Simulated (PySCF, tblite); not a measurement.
# C₃H₃F₃O: dynamics, then NMR shifts and electronic excitations on frames, part 2 of 2

tblite 0.8.0 and PySCF 2.14.0. Atoms count from 0. The steps go on from the part before.

## Step 7: NMR shieldings: 625 fs, PBE0/pcSseg-1

What the job is given:

```
{"job": {"kind": "nmr", "xc": "PBE0", "basis": "pcSseg-1", "pop": false}, "charge": 0, "multiplicity": 1}
O     -1.659800    -1.343000     0.061800
C     -1.001100    -0.176100    -0.208400
C      0.350900    -0.017500     0.607700
F      0.299600     0.305800     1.932900
C      1.476700    -0.277700     0.050700
F      2.657200    -0.206600     0.608900
F      1.565000    -0.850800    -1.194900
H     -1.833200    -1.551800     1.005600
H     -0.786200    -0.192400    -1.324400
H     -1.592400     0.720400     0.054200
```

Method: GIAO PBE0/pcSseg-1 NMR shielding, non-relativistic, gas phase.

Output:

```text
coarse grid: 9464 points
cycle   1  E = -490.0554097763  dE =  1.087e+00  |g| = 9.088e-01  |ddm| = 2.804e+00
cycle   2  E = -489.8705907979  dE =  1.848e-01  |g| = 1.396e+00  |ddm| = 1.525e+00
cycle   3  E = -490.1926094264  dE = -3.220e-01  |g| = 7.760e-02  |ddm| = 1.025e+00
cycle   4  E = -490.1934435042  dE = -8.341e-04  |g| = 4.029e-02  |ddm| = 7.127e-02
cycle   5  E = -490.1936807363  dE = -2.372e-04  |g| = 1.101e-02  |ddm| = 3.189e-02
cycle   6  E = -490.1936996393  dE = -1.890e-05  |g| = 1.082e-03  |ddm| = 7.712e-03
cycle   7  E = -490.1936998286  dE = -1.893e-07  |g| = 4.153e-04  |ddm| = 1.067e-03
final grid: 95760 points
cycle   8  E = -490.2640210658  dE = -3.315e-05  |g| = 8.423e-03  |ddm| = 2.111e-02
cycle   9  E = -490.2640071509  dE =  1.391e-05  |g| = 1.257e-02  |ddm| = 1.313e-02
cycle  10  E = -490.2640337468  dE = -2.660e-05  |g| = 7.563e-04  |ddm| = 7.776e-03
cycle  11  E = -490.2640338353  dE = -8.851e-08  |g| = 2.345e-04  |ddm| = 6.365e-04
cycle  12  E = -490.2640338440  dE = -8.612e-09  |g| = 8.295e-05  |ddm| = 1.684e-04
cycle  13  E = -490.2640338453  dE = -1.381e-09  |g| = 1.761e-05  |ddm| = 6.516e-05
cycle  14  E = -490.2640338454  dE = -5.059e-11  |g| = 7.222e-06  |ddm| = 1.784e-05
converged SCF energy = -490.2640338454

GIAO shielding tensors (ppm)
atom      isotropic    diamagn.    paramagn.     s11        s22        s33       span
  0 O      298.698     384.997     -86.299    269.465    282.308    344.320     74.855
  1 C      115.284     242.823    -127.539     93.823    108.332    143.697     49.874
  2 C       43.927     253.020    -209.093      5.745     46.525     79.511     73.766
  3 F      375.263     471.664     -96.402    326.623    377.696    421.469     94.845
  4 C       20.210     249.547    -229.336    -38.114     44.629     54.116     92.230
  5 F      280.627     469.784    -189.156    262.960    279.048    299.874     36.914
  6 F      279.695     474.727    -195.032    195.080    298.464    345.541    150.460
  7 H       29.922      29.760       0.162     21.783     27.465     40.518     18.735
  8 H       25.758      27.558      -1.800     22.446     25.452     29.377      6.931
  9 H       26.478      28.220      -1.742     22.030     26.456     30.949      8.919
```

Wall time 9.1 s (1 thread of Arm Neoverse V1, shared host); peak memory 0.7 GiB.

In short: δ C4 166.7, C2 143.0, C1 71.6, O0 37.4, H8 5.96, H9 5.24 ppm.

## Step 8: Ultraviolet spectrum: 625 fs, PBE0/def2-SVPD

The job, as its differences from that of step 7:

```diff
@@ -1,2 +1,2 @@
-{"job": {"kind": "nmr", "xc": "PBE0", "basis": "pcSseg-1", "pop": false}, "charge": 0, "multiplicity": 1}
+{"job": {"kind": "uv", "xc": "PBE0", "basis": "def2-SVPD", "nstates": 5, "ntriplets": 0}, "charge": 0, "multiplicity": 1}
 O     -1.659800    -1.343000     0.061800
```

Method: TDDFT PBE0/def2-SVPD, vertical, gas phase, core orbitals frozen in the response.

Output:

```text
coarse grid: 9464 points
cycle   1  E = -489.7750268353  dE =  1.035e+00  |g| = 8.416e-01  |ddm| = 4.026e+00
cycle   2  E = -489.5900988615  dE =  1.849e-01  |g| = 1.323e+00  |ddm| = 2.017e+00
cycle   3  E = -489.9016306752  dE = -3.115e-01  |g| = 7.333e-02  |ddm| = 1.302e+00
cycle   4  E = -489.9024876724  dE = -8.570e-04  |g| = 3.047e-02  |ddm| = 1.360e-01
cycle   5  E = -489.9026244347  dE = -1.368e-04  |g| = 1.145e-02  |ddm| = 3.849e-02
cycle   6  E = -489.9026457566  dE = -2.132e-05  |g| = 1.068e-03  |ddm| = 1.290e-02
cycle   7  E = -489.9026460051  dE = -2.485e-07  |g| = 3.783e-04  |ddm| = 2.903e-03
final grid: 95760 points
cycle   8  E = -489.9733101592  dE = -2.878e-05  |g| = 7.983e-03  |ddm| = 6.930e-02
cycle   9  E = -489.9732955147  dE =  1.464e-05  |g| = 1.221e-02  |ddm| = 1.889e-02
cycle  10  E = -489.9733221188  dE = -2.660e-05  |g| = 6.257e-04  |ddm| = 1.093e-02
cycle  11  E = -489.9733221941  dE = -7.528e-08  |g| = 1.801e-04  |ddm| = 8.289e-04
cycle  12  E = -489.9733222003  dE = -6.245e-09  |g| = 5.635e-05  |ddm| = 2.532e-04
cycle  13  E = -489.9733222010  dE = -6.670e-10  |g| = 1.854e-05  |ddm| = 9.458e-05
converged SCF energy = -489.9733222010

Static polarisability (au): isotropic 45.472, principal 36.625 44.375 55.417

Singlet excitations
state   eV       nm        f      main configurations
  1   6.7308    184.2   0.00837   H->L+1 0.75, H->L 0.13
  2   7.0104    176.9   0.04466   H-1->L 0.57, H->L 0.30
  3   7.1082    174.4   0.05101   H->L 0.39, H-1->L 0.36, H->L+2 0.09
  4   7.5730    163.7   0.01522   H->L+2 0.70, H-1->L+1 0.18
  5   7.6298    162.5   0.01779   H-1->L+1 0.71, H->L+2 0.17
```

Wall time 16 s (1 thread of Arm Neoverse V1, shared host); peak memory 0.78 GiB.

Key values: HOMO -7.98 eV, LUMO -0.05 eV; lowest singlet 6.73 eV.

## Step 9: NMR shieldings: 800 fs, PBE0/pcSseg-1

What the job is given:

```
{"job": {"kind": "nmr", "xc": "PBE0", "basis": "pcSseg-1", "pop": false}, "charge": 0, "multiplicity": 1}
O     -1.594800    -1.346900     0.144700
C     -1.274900     0.039800     0.214900
C      0.062500     0.356500     0.802600
F     -0.027300     0.743500     2.090400
C      1.291800     0.129200     0.326900
F      2.418800     0.433300     0.956000
F      1.466600    -0.270000    -0.928200
H     -1.546100    -1.787500     1.008000
H     -1.315900     0.543200    -0.750700
H     -2.086500     0.497200     0.804400
```

With the program's defaults for keys left out, this is: GIAO PBE0/pcSseg-1 NMR shielding, non-relativistic, gas phase.

Output:

```text
coarse grid: 9464 points
cycle   1  E = -490.0511954097  dE =  1.117e+00  |g| = 9.316e-01  |ddm| = 2.835e+00
cycle   2  E = -489.8333407310  dE =  2.179e-01  |g| = 1.469e+00  |ddm| = 1.576e+00
cycle   3  E = -490.1993394607  dE = -3.660e-01  |g| = 7.711e-02  |ddm| = 1.062e+00
cycle   4  E = -490.1999681304  dE = -6.287e-04  |g| = 5.503e-02  |ddm| = 1.013e-01
cycle   5  E = -490.2004788103  dE = -5.107e-04  |g| = 1.263e-02  |ddm| = 5.215e-02
cycle   6  E = -490.2005072730  dE = -2.846e-05  |g| = 4.043e-03  |ddm| = 1.203e-02
cycle   7  E = -490.2005108801  dE = -3.607e-06  |g| = 7.829e-04  |ddm| = 3.148e-03
final grid: 95760 points
cycle   8  E = -490.2704215619  dE = -3.306e-05  |g| = 9.034e-03  |ddm| = 2.003e-02
cycle   9  E = -490.2704034005  dE =  1.816e-05  |g| = 1.379e-02  |ddm| = 1.412e-02
cycle  10  E = -490.2704365756  dE = -3.318e-05  |g| = 8.291e-04  |ddm| = 8.457e-03
cycle  11  E = -490.2704367018  dE = -1.262e-07  |g| = 2.922e-04  |ddm| = 7.833e-04
cycle  12  E = -490.2704367174  dE = -1.563e-08  |g| = 1.295e-04  |ddm| = 3.095e-04
cycle  13  E = -490.2704367211  dE = -3.674e-09  |g| = 2.255e-05  |ddm| = 1.121e-04
cycle  14  E = -490.2704367212  dE = -1.060e-10  |g| = 6.708e-06  |ddm| = 2.216e-05
converged SCF energy = -490.2704367212

GIAO shielding tensors (ppm)
atom      isotropic    diamagn.    paramagn.     s11        s22        s33       span
  0 O      289.268     386.659     -97.391    245.253    291.240    331.310     86.056
  1 C      122.355     240.540    -118.185     95.050    114.054    157.960     62.910
  2 C       43.462     252.624    -209.162      6.335     38.493     85.557     79.223
  3 F      343.964     471.385    -127.420    290.745    367.800    373.347     82.603
  4 C       15.926     250.143    -234.216    -48.641     39.978     56.442    105.083
  5 F      272.622     470.233    -197.611    252.917    271.578    293.372     40.455
  6 F      287.656     474.458    -186.802    258.614    292.534    311.822     53.208
  7 H       30.465      30.611      -0.146     22.698     27.843     40.854     18.156
  8 H       26.948      27.932      -0.984     23.307     26.980     30.556      7.248
  9 H       26.519      27.493      -0.974     21.865     26.203     31.487      9.622
```

It took 9.1 s on 1 thread of Arm Neoverse V1, shared host; peak memory 0.7 GiB.

In short: δ C4 171.0, C2 143.5, C1 64.6, O0 46.8, H9 5.20, H8 4.77 ppm.

## Step 10: Excited states and response: 800 fs, PBE0/def2-SVPD

The job, as its differences from that of step 9:

```diff
@@ -1,2 +1,2 @@
-{"job": {"kind": "nmr", "xc": "PBE0", "basis": "pcSseg-1", "pop": false}, "charge": 0, "multiplicity": 1}
+{"job": {"kind": "uv", "xc": "PBE0", "basis": "def2-SVPD", "nstates": 5, "ntriplets": 0}, "charge": 0, "multiplicity": 1}
 O     -1.594800    -1.346900     0.144700
```

Level: TDDFT PBE0/def2-SVPD, vertical, gas phase, core orbitals frozen in the response.

Output:

```text
coarse grid: 9464 points
cycle   1  E = -489.7716937977  dE =  1.063e+00  |g| = 8.637e-01  |ddm| = 4.109e+00
cycle   2  E = -489.5501892858  dE =  2.215e-01  |g| = 1.400e+00  |ddm| = 2.138e+00
cycle   3  E = -489.9085842968  dE = -3.584e-01  |g| = 7.494e-02  |ddm| = 1.354e+00
cycle   4  E = -489.9092734261  dE = -6.891e-04  |g| = 4.891e-02  |ddm| = 1.414e-01
cycle   5  E = -489.9096891580  dE = -4.157e-04  |g| = 1.265e-02  |ddm| = 5.880e-02
cycle   6  E = -489.9097180697  dE = -2.891e-05  |g| = 3.848e-03  |ddm| = 1.820e-02
cycle   7  E = -489.9097214134  dE = -3.344e-06  |g| = 8.183e-04  |ddm| = 5.236e-03
final grid: 95760 points
cycle   8  E = -489.9800775768  dE = -2.729e-05  |g| = 9.175e-03  |ddm| = 7.488e-02
cycle   9  E = -489.9800564662  dE =  2.111e-05  |g| = 1.419e-02  |ddm| = 2.177e-02
cycle  10  E = -489.9800937768  dE = -3.731e-05  |g| = 8.358e-04  |ddm| = 1.271e-02
cycle  11  E = -489.9800939253  dE = -1.485e-07  |g| = 2.329e-04  |ddm| = 1.264e-03
cycle  12  E = -489.9800939347  dE = -9.337e-09  |g| = 1.189e-04  |ddm| = 4.044e-04
cycle  13  E = -489.9800939379  dE = -3.199e-09  |g| = 2.277e-05  |ddm| = 1.585e-04
cycle  14  E = -489.9800939380  dE = -1.171e-10  |g| = 5.881e-06  |ddm| = 4.161e-05
converged SCF energy = -489.9800939380

Static polarisability (au): isotropic 45.591, principal 37.344 42.750 56.680

Singlet excitations
state   eV       nm        f      main configurations
  1   6.4505    192.2   0.08495   H->L 0.58, H->L+1 0.13, H->L+2 0.10
  2   6.6774    185.7   0.04392   H->L+1 0.73, H-1->L 0.17, H->L 0.08
  3   6.9574    178.2   0.01855   H-1->L 0.59, H->L+3 0.15, H->L+1 0.12
  4   7.2974    169.9   0.07506   H->L+3 0.61, H->L 0.15, H-1->L 0.10
  5   7.6119    162.9   0.01946   H-1->L+1 0.58, H->L+2 0.28
```

Wall time 17 s (1 thread of Arm Neoverse V1, shared host); peak memory 0.78 GiB.

In short: HOMO -7.63 eV, LUMO -0.41 eV; lowest singlet 6.45 eV.

## Step 11: Shielding tensors: 1000 fs, PBE0/pcSseg-1

What the job is given:

```
{"job": {"kind": "nmr", "xc": "PBE0", "basis": "pcSseg-1", "pop": false}, "charge": 0, "multiplicity": 1}
O     -1.527000    -0.828200    -0.585600
C     -1.519000     0.464500     0.007200
C     -0.390700     0.562100     1.047400
F     -0.818200     0.533300     2.352200
C      0.855300     0.395500     0.798900
F      1.874600     0.364800     1.550300
F      1.285500     0.442000    -0.463300
H     -1.292000    -1.499800     0.043400
H     -1.229200     1.109800    -0.806000
H     -2.447000     0.706300     0.482800
```

Method: GIAO PBE0/pcSseg-1 NMR shielding, non-relativistic, gas phase.

Output:

```text
coarse grid: 9464 points
cycle   1  E = -490.0538262156  dE =  1.255e+00  |g| = 9.168e-01  |ddm| = 2.849e+00
cycle   2  E = -489.8715030736  dE =  1.823e-01  |g| = 1.393e+00  |ddm| = 1.548e+00
cycle   3  E = -490.1934465496  dE = -3.219e-01  |g| = 7.529e-02  |ddm| = 1.027e+00
cycle   4  E = -490.1941856097  dE = -7.391e-04  |g| = 4.261e-02  |ddm| = 7.655e-02
cycle   5  E = -490.1944474339  dE = -2.618e-04  |g| = 1.036e-02  |ddm| = 3.368e-02
cycle   6  E = -490.1944637829  dE = -1.635e-05  |g| = 1.623e-03  |ddm| = 7.525e-03
cycle   7  E = -490.1944641386  dE = -3.557e-07  |g| = 6.244e-04  |ddm| = 1.264e-03
final grid: 95760 points
cycle   8  E = -490.2639581229  dE = -3.467e-05  |g| = 9.043e-03  |ddm| = 2.375e-02
cycle   9  E = -490.2639423554  dE =  1.577e-05  |g| = 1.328e-02  |ddm| = 1.402e-02
cycle  10  E = -490.2639732852  dE = -3.093e-05  |g| = 9.040e-04  |ddm| = 8.274e-03
cycle  11  E = -490.2639734277  dE = -1.426e-07  |g| = 2.297e-04  |ddm| = 7.489e-04
cycle  12  E = -490.2639734365  dE = -8.751e-09  |g| = 1.027e-04  |ddm| = 2.187e-04
cycle  13  E = -490.2639734387  dE = -2.237e-09  |g| = 2.337e-05  |ddm| = 8.788e-05
cycle  14  E = -490.2639734388  dE = -1.062e-10  |g| = 6.199e-06  |ddm| = 2.221e-05
converged SCF energy = -490.2639734388

GIAO shielding tensors (ppm)
atom      isotropic    diamagn.    paramagn.     s11        s22        s33       span
  0 O      290.508     390.838    -100.329    205.543    303.800    362.182    156.638
  1 C      120.826     243.666    -122.839     97.399    114.221    150.859     53.460
  2 C       44.455     255.335    -210.880     12.111     39.357     81.897     69.786
  3 F      363.897     470.392    -106.496    318.557    383.895    389.238     70.681
  4 C       27.592     249.773    -222.181    -29.249     48.252     63.771     93.020
  5 F      285.300     469.768    -184.467    254.456    283.641    317.804     63.347
  6 F      287.078     475.860    -188.782    235.760    297.440    328.033     92.272
  7 H       31.884      33.256      -1.372     24.335     29.277     42.040     17.706
  8 H       26.954      29.047      -2.093     24.123     25.903     30.835      6.713
  9 H       27.456      27.844      -0.388     23.378     26.980     32.011      8.633
```

It took 9.4 s on 1 thread of Arm Neoverse V1, shared host; peak memory 0.7 GiB.

In short: δ C4 159.3, C2 142.5, C1 66.1, O0 45.6, H8 4.76, H9 4.26 ppm.

## Step 12: Excited states and response: 1000 fs, PBE0/def2-SVPD

The job, as its differences from that of step 11:

```diff
@@ -1,2 +1,2 @@
-{"job": {"kind": "nmr", "xc": "PBE0", "basis": "pcSseg-1", "pop": false}, "charge": 0, "multiplicity": 1}
+{"job": {"kind": "uv", "xc": "PBE0", "basis": "def2-SVPD", "nstates": 5, "ntriplets": 0}, "charge": 0, "multiplicity": 1}
 O     -1.527000    -0.828200    -0.585600
```

With the program's defaults for keys left out, this is: TDDFT PBE0/def2-SVPD, vertical, gas phase, core orbitals frozen in the response.

Output:

```text
coarse grid: 9464 points
cycle   1  E = -489.7727103494  dE =  1.202e+00  |g| = 8.491e-01  |ddm| = 4.301e+00
cycle   2  E = -489.5835049919  dE =  1.892e-01  |g| = 1.332e+00  |ddm| = 2.181e+00
cycle   3  E = -489.9015213898  dE = -3.180e-01  |g| = 7.562e-02  |ddm| = 1.419e+00
cycle   4  E = -489.9023103495  dE = -7.890e-04  |g| = 4.023e-02  |ddm| = 1.426e-01
cycle   5  E = -489.9025646388  dE = -2.543e-04  |g| = 9.664e-03  |ddm| = 4.298e-02
cycle   6  E = -489.9025798859  dE = -1.525e-05  |g| = 1.217e-03  |ddm| = 1.251e-02
cycle   7  E = -489.9025801465  dE = -2.606e-07  |g| = 5.113e-04  |ddm| = 2.631e-03
final grid: 95760 points
cycle   8  E = -489.9725693487  dE = -3.005e-05  |g| = 8.495e-03  |ddm| = 1.056e-01
cycle   9  E = -489.9725530585  dE =  1.629e-05  |g| = 1.282e-02  |ddm| = 2.333e-02
cycle  10  E = -489.9725834198  dE = -3.036e-05  |g| = 8.391e-04  |ddm| = 1.305e-02
cycle  11  E = -489.9725835641  dE = -1.443e-07  |g| = 1.855e-04  |ddm| = 1.236e-03
cycle  12  E = -489.9725835704  dE = -6.390e-09  |g| = 8.089e-05  |ddm| = 3.895e-04
cycle  13  E = -489.9725835718  dE = -1.382e-09  |g| = 2.655e-05  |ddm| = 1.507e-04
cycle  14  E = -489.9725835720  dE = -1.519e-10  |g| = 5.960e-06  |ddm| = 4.365e-05
converged SCF energy = -489.9725835720

Static polarisability (au): isotropic 43.670, principal 36.100 42.685 52.224

Singlet excitations
state   eV       nm        f      main configurations
  1   6.5779    188.5   0.01761   H->L 0.39, H->L+1 0.38, H->L+2 0.19
  2   7.0113    176.8   0.07357   H->L+1 0.50, H->L 0.17, H-1->L 0.16
  3   7.1441    173.5   0.01650   H->L+2 0.56, H-1->L 0.23, H->L 0.12
  4   7.6486    162.1   0.11601   H-1->L 0.50, H->L 0.20, H->L+4 0.10
  5   7.7195    160.6   0.00496   H-1->L+1 0.85
```

Run time: 17 s. Hardware: 1 thread of Arm Neoverse V1, shared host; peak memory 0.78 GiB.

In short: HOMO -7.85 eV, LUMO -0.07 eV; lowest singlet 6.58 eV.

## Step 13: Run by run: NMR shifts

Shifts (ppm) of some atoms, chosen among heavy atoms and hydrogens apart, with basis size and wall time:

```
  frame     C4    C1    H8     H7    O0      F5      F3  functions   time
 250 fs  162.9  67.4  5.56   0.86  34.9   -98.0  -194.1        134   13 s
 425 fs  163.3  61.3  4.10   2.18  37.0  -112.5  -217.7        134  9.2 s
 625 fs  166.7  71.6  5.96   1.79  37.4  -109.7  -204.3        134  9.1 s
 800 fs  171.0  64.6  4.77   1.25  46.8  -101.7  -173.0        134  9.1 s
1000 fs  159.3  66.1  4.76  -0.17  45.6  -114.4  -193.0        134  9.4 s
```

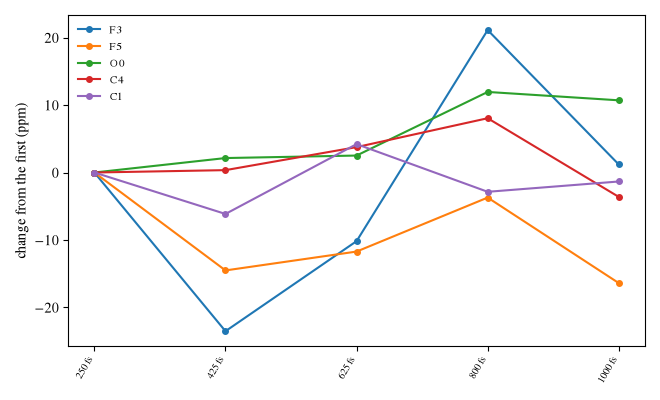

How five of the tabulated atoms move from run to run.

## Step 14: Comparing the runs: electronic excitations

Excitations and ground-state properties, with basis size and wall time:

```
  frame  lowest singlet (eV)  brightest (eV)      f  gap (eV)  α (Å³)  μ (D)  functions  time
 250 fs                 6.24            6.86  0.116      7.07    6.78   0.77        176  20 s
 425 fs                 6.53            7.41  0.066      7.71    6.65   1.36        176  17 s
 625 fs                 6.73            7.11  0.051      7.92    6.74   1.43        176  16 s
 800 fs                 6.45            6.45  0.085      7.21    6.76   1.10        176  17 s
1000 fs                 6.58            7.65  0.116      7.78    6.47   0.68        176  17 s
```

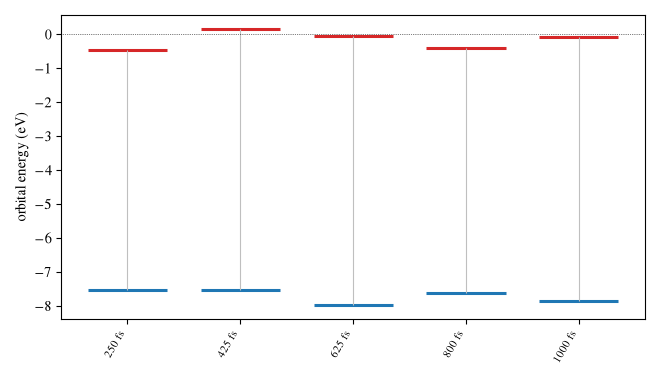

HOMO (blue) and LUMO (red) run by run.

## Step 15: What came out

This closing draws on all 2 parts.

| quantity | value |
| --- | --- |
| thermostat | 300 K |
| mean temperature, second half | 255 K |
| mean potential energy above the minimum | 0.28 eV |
| ¹³C shifts against TMS (PBE0/pcSseg-1, 250 fs) | 162.9, 136.2, 67.4 ppm |
| ¹H shifts against TMS (PBE0/pcSseg-1, 250 fs) | 5.56, 4.94, 0.86 ppm |
| ¹⁷O shifts against H2O (PBE0/pcSseg-1, 250 fs) | 34.9 ppm |
| ¹⁹F shifts against CFCl3 (PBE0/pcSseg-1, 250 fs) | -98.0, -117.5, -194.1 ppm |
| surface potential, 1st and 99th percentile | -1.41 V and 2.17 V |
| lowest singlet (PBE0/def2-SVPD, 250 fs) | 6.24 eV (199 nm), f = 0.085 |
| brightest single state of those computed | state 3, 6.86 eV, f = 0.116 |
| range of the shift of F3 | -217.7 to -173.0 ppm |
| range of the lowest singlet | 6.24 to 6.73 eV |

**Reading.** In the second half the potential energy averages 0.28 eV above the minimum; equipartition over 24 harmonic modes at 300 K would give 0.31 eV. With 10 atoms the temperature swings widely (175 to 342 K). Shifts at one fixed geometry are not the observed spectrum, which averages over the motion. In the first frame run (250 fs): The largest span, 136 ppm, is at F3, where the paramagnetic term is -107 ppm. The first singlet state (HOMO→LUMO 0.63, HOMO→LUMO+1 0.26) lies at 6.24 eV and is bright; of the 5 states computed, the strongest absorption comes from state 3 at 6.86 eV. In ppm, F3 moves most: its shift spreads over 44.7 ppm, from -217.7 (425 fs) to -173.0 (800 fs). The lowest singlet runs from 6.24 eV (250 fs) to 6.73 eV (625 fs), while the orbital gap spans 7.07 to 7.92 eV. The lowest state need not be the same one in every run.
